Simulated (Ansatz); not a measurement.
BH2Cl3: several calculations on one system

Part 1: Relaxation

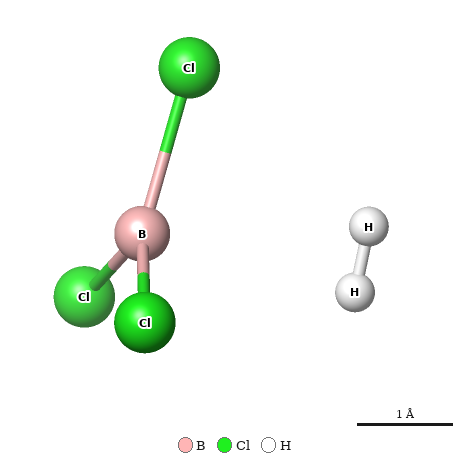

This is the input geometry for a relaxation of BH₂Cl₃. The picture is a ball-and-stick view, seen from a free direction.

The run prepares an end point of a later path (reaction) calculation, from a guessed geometry.

Level of theory: RKS PBE0-D4/def2-SVP in Ansatz 0.2.0.

Input file:
```yaml
crystal:
  periodic: [false, false, false]
  atoms:
    - { symbol: B, position_ang: [-0.00098, 0.281397, 0.082947] }
    - { symbol: Cl, position_ang: [-0.005381, 0.627046, 1.866325] }
    - { symbol: Cl, position_ang: [1.513556, 0.212748, -0.766582] }
    - { symbol: Cl, position_ang: [-1.515561, 0.150587, -0.757628] }
    - { symbol: H, position_ang: [0.104374, -2.071703, 0.539017] }
    - { symbol: H, position_ang: [0.021791, -1.870676, 1.222221] }
basis:
  gaussian: { orbitals: def2-SVP }
hamiltonian:
  xc: pbe0
  dispersion: d4
relax:
  f_tol: 0.03
  max_steps: 50
```

Command:
```bash
ansatz run input.yaml --threads 1 --pin off --max-ram 2048MiB --backend cpu --events-out ev --progress --plain --runs-dir out
```

Q: Predict the outcome.

A: H5 moves most after the best rigid fit: 0.54 Å. Largest moves by element: H 0.54 Å, Cl 0.35 Å, B 0.28 Å. Among the contacts that change: B1–Cl2 1.817 → 1.743 Å, H5–H6 0.717 → 0.760 Å. Over 7 accepted moves (9 points after the start) the energy falls by 5.12 kcal/mol. The largest force component goes from 1.7 to 0.02 eV/Å. The line search rejected the trial steps at points 2, 7 of the run. The forces were under the threshold at step 6, but the run went on from there. Cost: 28 s on 1 thread of Arm Neoverse V2 (shared host), peak memory 0.15 GiB.

The structure at the end:

```xyz
6

B    -0.0100    0.5608    0.0538
Cl   -0.0167    0.9530    1.7516
Cl    1.5014    0.3994   -0.7944
Cl   -1.5156    0.3416   -0.7922
H     0.1104   -2.6015    0.6313
H     0.0483   -2.3239    1.3362
```

The end point in the same view:

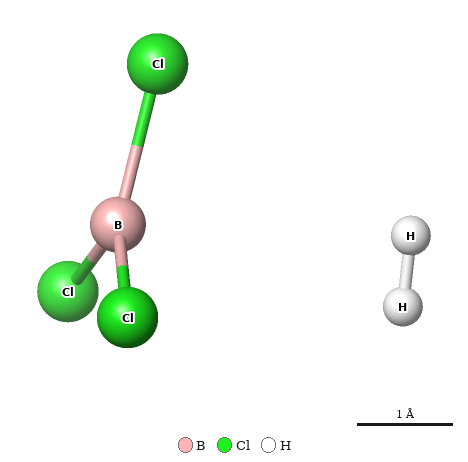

Limits of the set-up: the start holds two separate molecules, 2.4 Å apart at their closest, whose relative position is a soft coordinate.

Part 2: Relaxation

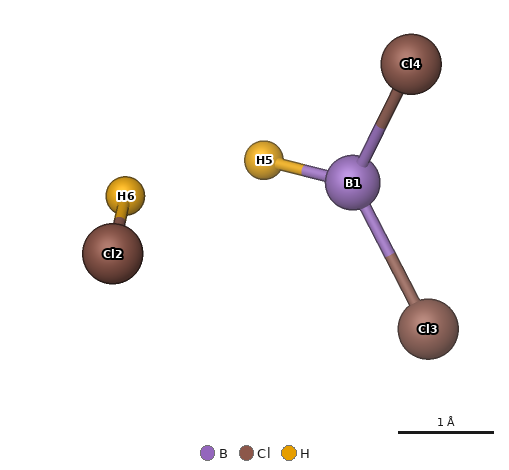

BH2Cl3, before the relaxation. A ball-and-stick model, seen at a tilt.

The run prepares an end point of a later path (reaction) calculation, from a guessed geometry.

These are results of RKS PBE0-D4/def2-SVP (Ansatz), not measurements.

Input
```yaml
crystal:
  periodic: [false, false, false]
  atoms:
    - { symbol: B, position_ang: [0.034558, -0.493366, -0.471422] }
    - { symbol: Cl, position_ang: [0.037713, 0.033871, 2.546957] }
    - { symbol: Cl, position_ang: [1.52606, 0.259129, -0.961714] }
    - { symbol: Cl, position_ang: [-1.506503, 0.198604, -0.874278] }
    - { symbol: H, position_ang: [0.075454, -1.557438, 0.071138] }
    - { symbol: H, position_ang: [-0.049482, -1.111401, 1.87562] }
basis:
  gaussian: { orbitals: def2-SVP }
hamiltonian:
  xc: pbe0
  dispersion: d4
relax:
  f_tol: 0.03
  max_steps: 50
```

Launched with:
```bash
ansatz run input.yaml --threads 1 --pin off --max-ram 2048MiB --backend cpu --events-out ev --progress --plain --runs-dir out
```

Q: What does the optimiser find from here?

A: The atom that moves furthest after the best rigid fit is H6 (0.73 Å). Largest moves by element: H 0.73 Å, B 0.19 Å, Cl 0.12 Å. Near-neighbour distances that change, for instance: Cl2–H6 1.330 → 1.286 Å, B1–H5 1.195 → 1.200 Å. After 9 accepted moves (11 points after the start) the energy has fallen by 8.03 kJ/mol. Largest force component: 1 eV/Å at the start, 0.015 eV/Å at the end. The line search rejected the trial steps at points 2, 8 of the run. The run took 34 s on 1 thread of Arm Neoverse V2 (shared host), peak memory 0.15 GiB.

Step by step:

```
step  E − E(0), kJ/mol  largest force component, eV/Å      note
   0              0.00                         1.0361          
   1             -2.89                         0.5456          
   2              2.72                         1.1451  rejected
   3             -4.79                         0.4290          
   4             -6.33                         0.2638          
   5             -7.16                         0.1941          
   6             -7.48                         0.2288          
   7             -7.70                         0.1914          
   8             -4.23                         1.3764  rejected
   9             -7.86                         0.1435          
  10             -7.87                         0.2879          
  11             -8.03                         0.0154
```

The structure at the end:

```xyz
6

B     0.0484   -0.4925   -0.6570
Cl    0.0917    0.0548    2.5085
Cl    1.5227    0.3479   -1.0438
Cl   -1.4979    0.2443   -0.9699
H     0.0966   -1.6185   -0.2447
H    -0.1436   -1.2068    2.5932
```

After the run, drawn alike:

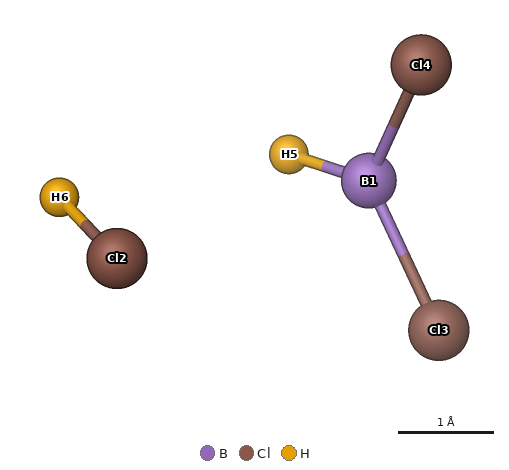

Part 3: Path

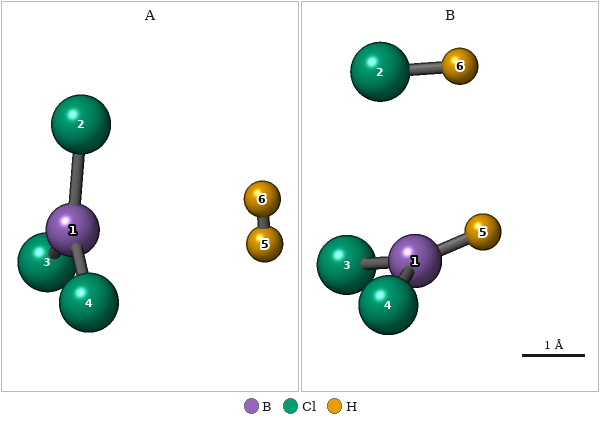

The two relaxed end points of a path for BH$_{2}$Cl$_{3}$, made up at the start of BCl$_{3}$ and H₂. The picture is a ball-and-stick view, seen from a free direction.

Method: Ansatz 0.2.0, RKS PBE0-D4/def2-SVP.

Set-up: 7 movable images; climbing image; force threshold 0.05 eV/Å; iteration limit 60.

Start:
```xyz
6

B    -0.0100    0.5627    0.0599
Cl   -0.0164    0.9446    1.7600
Cl    1.5013    0.4063   -0.7894
Cl   -1.5156    0.3486   -0.7873
H     0.1103   -2.6031    0.6183
H     0.0483   -2.3298    1.3248
```

End:
```xyz
6

B     0.0589   -0.4081   -0.6571
Cl    0.0543   -0.1189    2.5426
Cl    1.5031    0.5157   -0.9575
Cl   -1.5119    0.2932   -0.9271
H     0.1467   -1.5613   -0.3368
H    -0.1332   -1.3911    2.5222
```

### What barrier does the band find between them, and by what path?

Forward barrier 1.41 eV, backward barrier 0.80 eV, with image 4 at the top; the reaction energy is +0.60 eV. Breaking: B1–Cl2 (1.74 → 2.10 at the top → 3.21 Å), H5–H6 (0.76 → 1.08 at the top → 2.88 Å). Forming: B1–H5 (3.22 → 1.30 at the top → 1.20 Å), Cl2–H6 (3.30 → 1.53 at the top → 1.29 Å). The band converged in 48 iterations, with a climbing image at the top. At the top, the vibrational analysis gives one imaginary mode (811i cm⁻¹), as a transition state must have.

Energies of the converged images:

```csv
image,path (Å),E (eV)
0,0.00,0.000
1,0.56,0.033
2,1.11,0.228
3,1.67,0.744
4,2.23,1.409
5,2.71,0.951
6,3.19,0.673
7,3.68,0.618
8,4.16,0.604
```

The geometry at the top of the path:

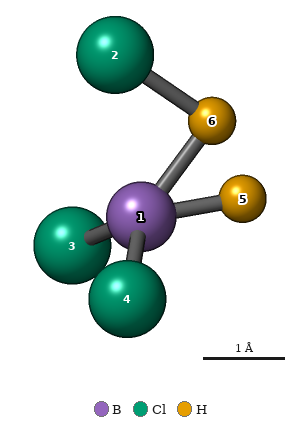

Limits of the set-up: the start holds two separate molecules, 3.2 Å apart at their closest, whose relative position is a soft coordinate.
